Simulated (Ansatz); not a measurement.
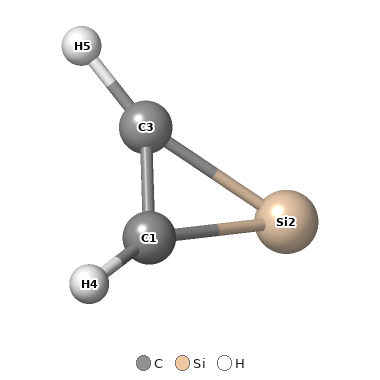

The system is C₂H₂Si (SMILES C1=[Si]=C1) with the probe H2O; the picture shows it without the atoms that are moved over the map. The probe is moved over a plane parallel to the molecule's main plane, 2.70 Å above it. The first coordinate is: x of the probe's O atom; the second: y of the probe's O atom. Nothing is relaxed (molecule and probe rigid, the probe upright with O nearest the plane). The scan uses an 11 × 11 grid; 79 points were computed and 42 follow by symmetry. Points are written as (first, second). All energies are given in cm⁻¹ relative to molecule and probe far apart, each relaxed in its own basis (no counterpoise correction). Theory: RKS B3LYP-D4/def2-SVPD (Ansatz 0.2.0).

Range: x of the probe's O atom from −2.55 to 2.55 Å; y of the probe's O atom from −2.55 to 2.55 Å.

> What will the energy surface look like?

The lowest grid point is at (−1.53 Å, 0.00 Å), −1125 cm⁻¹ from molecule and probe far apart, each relaxed in its own basis (no counterpoise correction). The bottom of the well lies between grid points, at about (−1.27 Å, 0.00 Å), about 86 cm⁻¹ lower on the interpolated surface. A higher local minimum lies near (2.04 Å, −2.04 Å) (677 cm⁻¹ above the lowest at that grid point). The highest grid point, (0.51 Å, 0.00 Å), lies 2116 cm⁻¹ above the lowest. Near the minimum the curvatures are about 0.079 and 0.37 eV/Å² along the soft and the stiff direction.

```
y of the probe's O atom ↓, x of the probe's O atom →  −2.55  −2.04  −1.53  −1.02  −0.51  0.00  0.51  1.02  1.53  2.04  2.55
                                                2.55   −158   −258   −328   −337   −301  −280  −311  −368  −412  −411  −358
                                                2.04   −247   −405   −518   −501   −365  −248  −245  −322  −408  −448  −413
                                                1.53   −305   −535   −722   −673   −361   −61    −6  −136  −311  −429  −436
                                                1.02   −305   −615   −918   −858   −314   261   399   167  −154  −379  −438
                                                0.51   −264   −641  −1068  −1030   −284   574   812   469    −9  −334  −435
                                                0.00   −239   −642  −1125  −1106   −281   703   991   599    50  −316  −433
                                               −0.51   −264   −641  −1068  −1030   −284   574   812   469    −9  −334  −435
                                               −1.02   −305   −615   −918   −858   −314   261   399   167  −154  −379  −438
                                               −1.53   −305   −535   −722   −673   −361   −61    −6  −136  −311  −429  −436
                                               −2.04   −247   −405   −518   −501   −365  −248  −245  −322  −408  −448  −413
                                               −2.55   −158   −258   −328   −337   −301  −280  −311  −368  −412  −411  −358
```

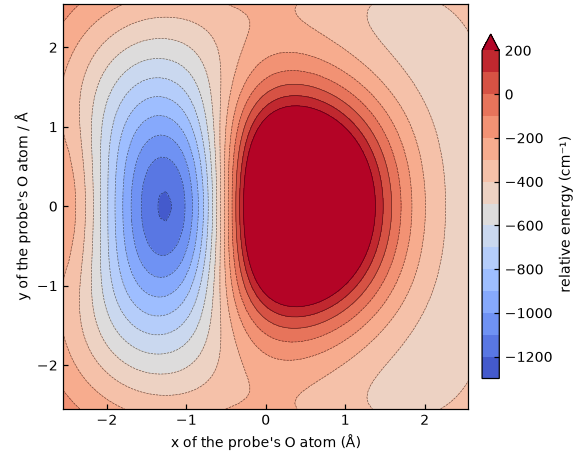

In the figure: filled contours, one colour for all values above the top of the scale. Between grid points the surface is interpolated.

Each point was launched as `ansatz run input.yaml --threads 1 --pin off --max-ram 2560MiB --backend cpu --events-out ev --progress --plain --runs-dir out`. The whole map (79 points run) took 5.8 min on 1 thread of Arm Neoverse V2, with other jobs on the host.
